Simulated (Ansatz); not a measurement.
# F$_{2}$H$_{3}$OSi$_{2}$ (SMILES F[Si](F)O[SiH3]) (doublet): what the fields show

Input

```
crystal:
  periodic: [false, false, false]
  atoms:
    - {symbol: F, position_ang: [0.240733, -2.108256, 1.523078]}
    - {symbol: Si, position_ang: [-0.441253, -1.746810, 0.133022]}
    - {symbol: F, position_ang: [0.105559, -2.791808, -0.928441]}
    - {symbol: O, position_ang: [0.015176, -0.276688, -0.329330]}
    - {symbol: Si, position_ang: [0.037403, 1.359910, -0.148374]}
    - {symbol: H, position_ang: [-1.326871, 1.837794, 0.186579]}
    - {symbol: H, position_ang: [0.483253, 1.949098, -1.431453]}
    - {symbol: H, position_ang: [0.978100, 1.719860, 0.939217]}
basis:
  gaussian: {orbitals: def2-TZVPP}
magnetization: {spin_polarized: true, initial_magnetization: 1}
hamiltonian: {xc: pbe0, dispersion: d4}
output: {orbitals: {seedname: orbitals}}
```

Launched as:

```sh
ansatz run in.yaml --threads 4 --pin off --events-out ev --progress --plain --max-ram 10444MiB
```

Geometry: PBE0-D4/def2-TZVP.

Computed with Ansatz, UKS PBE0-D4/def2-TZVPP.

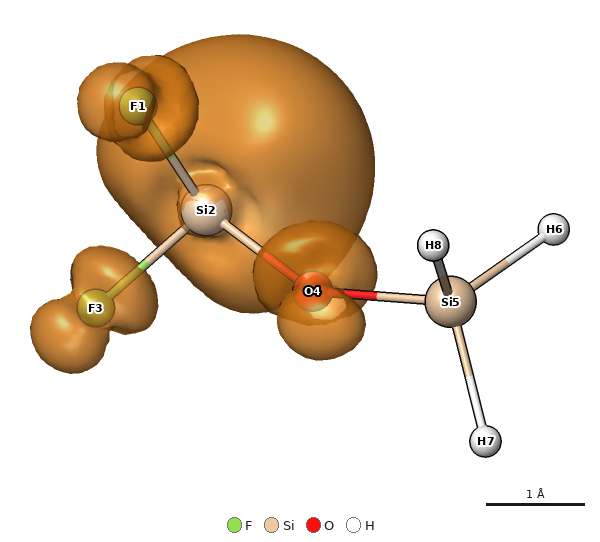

Figure 1. Isosurface of the spin density (α minus β) at +0.015 e/Å³ (orange), seen at a tilt.

**Describe the spin distribution.**

The unpaired spin (1 electron) lies mostly on Si2 (about 0.8) and O4 (about 0.1), in electrons by Hirshfeld's partition.

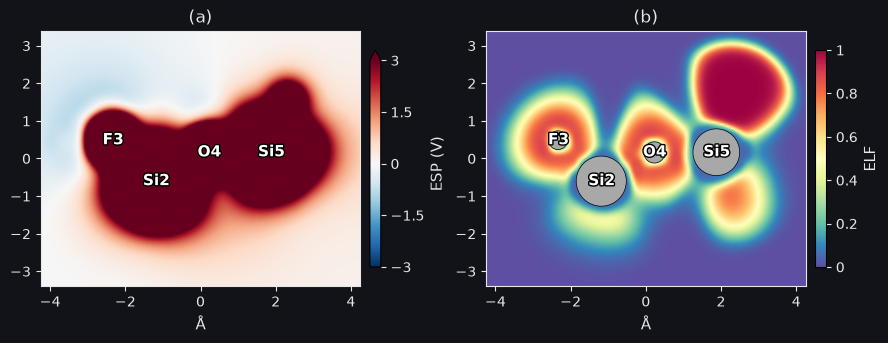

Figure 2. (a) electrostatic potential; (b) electron localisation function on the plane of atoms Si2, O4 and Si5. Grey discs cover the atomic cores in the ELF map.

**Read the bonding off the picture.**

- The section cuts through Si, F and O sites.
- Si–F (1.59 Å): the ELF peaks at about 0.85 in the valence shell of F, 0.6 Å from its nucleus, and is about 0.50 at the midpoint.
- Si–O (1.61 Å): the ELF peaks at about 0.85 between the atoms, as expected for a polar covalent bond.
- The ELF also peaks beside F3 and O4, away from the bonds: non-bonding electrons, paired or unpaired.
- Outside the dense part of the molecule the potential is most negative (−0.8 V) near F3.

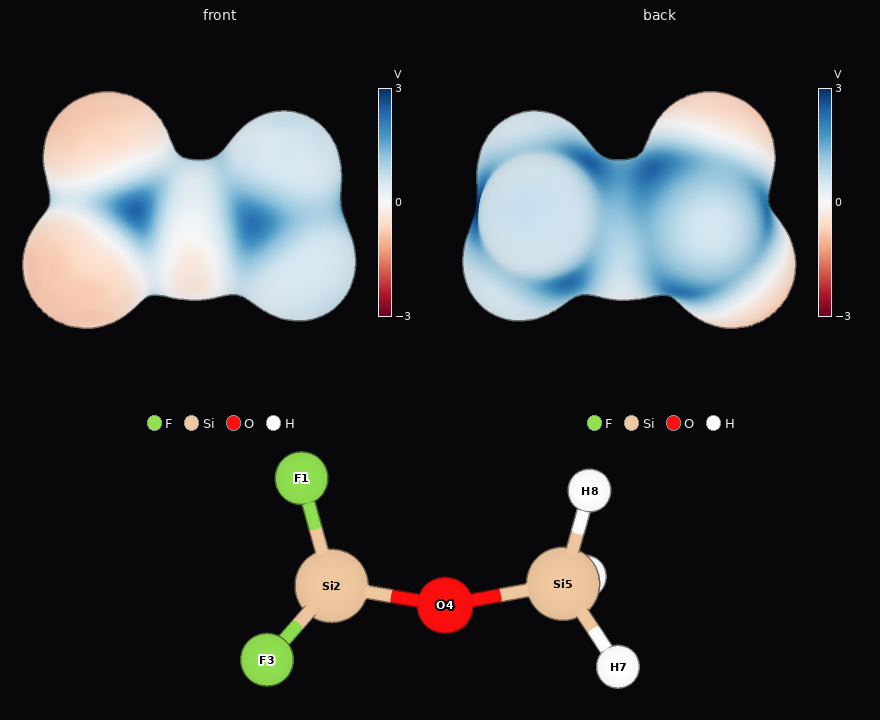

Figure 3. The molecular electrostatic potential painted on the density surface at 0.004 e/bohr³, seen from the front and from behind; the colour scale runs from red (negative) to blue (positive). The bare structure is drawn below in the same view.

**Where is the surface potential most negative and most positive?**

The most negative region (about −0.8 V) lies over F1 and F3, the most positive (about +2.7 V) over Si5.
